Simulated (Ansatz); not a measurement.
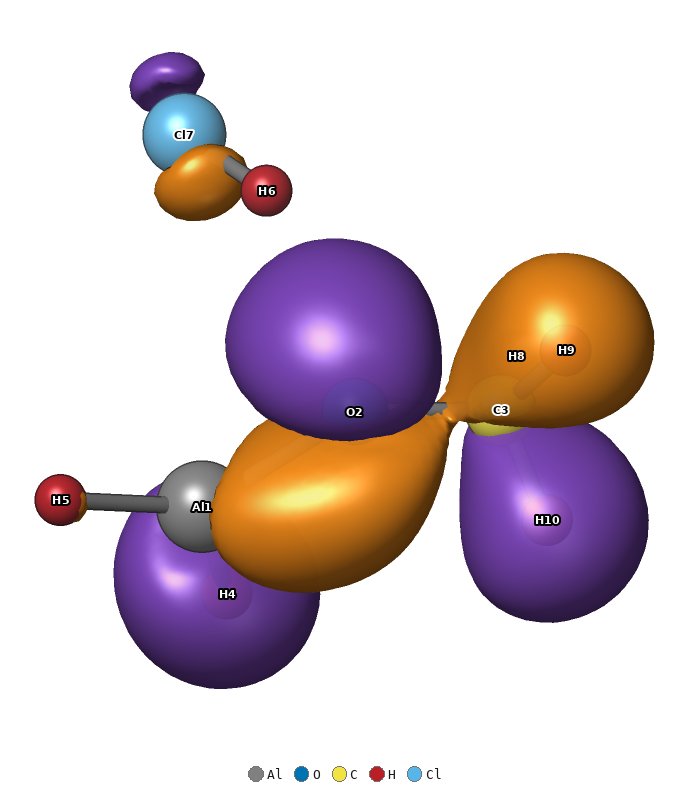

*CH5AlO···HCl. The HOMO−1 at ±0.08 Å⁻³ᐟ² (orange and purple are the two phases), seen across its widest extent.*

Not at a stationary point (largest force 1.8 eV/Å).

All numbers below come from RKS r2SCAN/def2-SVP in Ansatz.

The calculation's input:

```
crystal:
  periodic: [false, false, false]
  atoms:
    - { symbol: Al, position_ang: [-1.0144, 1.4656, -0.6044] }
    - { symbol: O, position_ang: [0.0811, -0.2404, 0.1908] }
    - { symbol: C, position_ang: [0.4559, -1.407, 0.8694] }
    - { symbol: H, position_ang: [-2.2216, 1.0777, -1.4639] }
    - { symbol: H, position_ang: [-1.0779, 2.6012, 0.4188] }
    - { symbol: H, position_ang: [0.8997, 0.2313, -0.6593] }
    - { symbol: Cl, position_ang: [1.2361, 1.4163, -1.9085] }
    - { symbol: H, position_ang: [0.6915, -2.2016, 0.157] }
    - { symbol: H, position_ang: [1.3263, -1.216, 1.5034] }
    - { symbol: H, position_ang: [-0.3767, -1.7271, 1.4968] }
basis:
  gaussian: { orbitals: def2-SVP }
hamiltonian:
  xc: r2scan
relax:
  f_tol: 0.15
  max_steps: 25
  restrain:
    - { distance: [0, 6], at: 3.53, k: 30.0 }
    - { distance: [5, 1], at: 2.27, k: 30.0 }
    - { distance: [0, 1], at: 1.87, k: 30.0 }
    - { distance: [5, 6], at: 1.33, k: 30.0 }
output:
  orbitals: {}
```

Command:

```sh
ansatz run input.yaml --threads 2 --pin off --max-ram 3072MiB --backend cpu --events-out ev --progress --plain --runs-dir out
```

The fields are those of the run's last geometry, not of the input's.

What is the character of this orbital?

Answer. Its weight (Hirshfeld) is mainly on O2 (about 55 %), C3 (about 10 %), Al1 (about 10 %), H10 (about 10 %) and H4 (about 5 %). Its energy is −6.99 eV.
